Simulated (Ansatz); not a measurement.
**C₂H₆Br₂GaN: small, medium and large basis sets**

Aim: see how fast density functionals converge with the basis set for C₂H₆Br₂GaN.

Program: Ansatz 0.2.0, Gaussian basis. Level of theory: one geometry, several basis sets. These are calculated values, not measurements.

The runs, in order: PBE0-D4/def2-SVP; ωB97M-V/def2-SVP; PBE0-D4/def2-QZVPP; ωB97M-V/def2-QZVPP; the functionals' def2-TZVPP values are taken from earlier runs.

### 1 Structure used throughout

An earlier PBE0-D4 in a triple-zeta def2 set relaxation fixed the geometry.

SMILES `C[N](C)[Ga]([Br])[Br]`, 12 atoms, charge 0, spin multiplicity 1.

Atoms are counted from 1 here; the program's logs count them from 0.

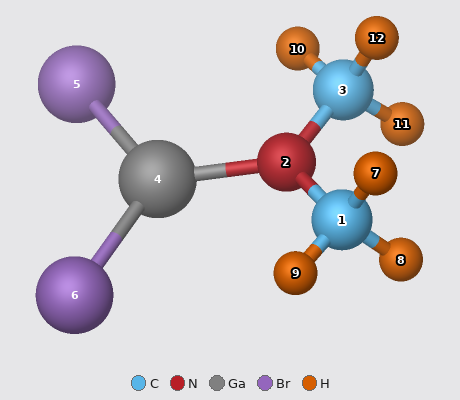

The geometry (carbon blue, nitrogen red, gallium grey, bromine purple, hydrogen orange); atoms are numbered from 1 in the order of the file.

Coordinates:

```
C    -0.5520   -0.7330    1.1189
N     0.0041   -0.0077    0.0037
C     1.2551   -0.5387   -0.4780
Ga   -0.7928    1.4337   -0.7228
Br    0.1664    2.5094   -2.4812
Br   -2.7668    2.1939    0.1107
H     0.1347   -0.7289    1.9763
H    -0.7443   -1.7813    0.8534
H    -1.4954   -0.2892    1.4415
H     1.6292    0.0467   -1.3196
H     1.1413   -1.5786   -0.8129
H     2.0204   -0.5262    0.3099
```

### 2 PBE0-D4 in def2-SVP

Input file in.yaml:

```yaml
crystal:
  periodic: [false, false, false]
  atoms:
    - {symbol: C, position_ang: [-0.552017, -0.732962, 1.118946]}
    - {symbol: N, position_ang: [0.004127, -0.007723, 0.003722]}
    - {symbol: C, position_ang: [1.255133, -0.538691, -0.477986]}
    - {symbol: Ga, position_ang: [-0.792773, 1.433651, -0.722758]}
    - {symbol: Br, position_ang: [0.166412, 2.509442, -2.481246]}
    - {symbol: Br, position_ang: [-2.766846, 2.193865, 0.110740]}
    - {symbol: H, position_ang: [0.134742, -0.728918, 1.976262]}
    - {symbol: H, position_ang: [-0.744293, -1.781340, 0.853419]}
    - {symbol: H, position_ang: [-1.495393, -0.289191, 1.441455]}
    - {symbol: H, position_ang: [1.629155, 0.046709, -1.319608]}
    - {symbol: H, position_ang: [1.141336, -1.578633, -0.812872]}
    - {symbol: H, position_ang: [2.020426, -0.526209, 0.309927]}
basis:
  gaussian: {orbitals: def2-SVP}
hamiltonian: {xc: pbe0, dispersion: d4}
output: {orbitals: {seedname: orbitals}}
```

Run with:

```
$ ansatz run in.yaml --threads 2 --pin off --events-out ev --progress --plain --max-ram 22528MiB --backend cpu
```

The runs that follow: ωB97M-V in def2-SVP; PBE0-D4 in def2-QZVPP; ωB97M-V in def2-QZVPP.

Before running them: what should the planned runs give, taken together? Wanted: PBE0-D4: double and triple zeta above quadruple; ωB97M-V: double and triple zeta above quadruple.

The runs gave:

| quantity | value |
| --- | --- |
| PBE0-D4: double and triple zeta above quadruple | 31.97, 4.25 eV |
| ωB97M-V: double and triple zeta above quadruple | 31.89, 4.10 eV |

In words: PBE0-D4 gains 27.72 eV from double to triple zeta, then 4.25 eV more. Total energies overstate the basis error of differences, where much of it tends to cancel.
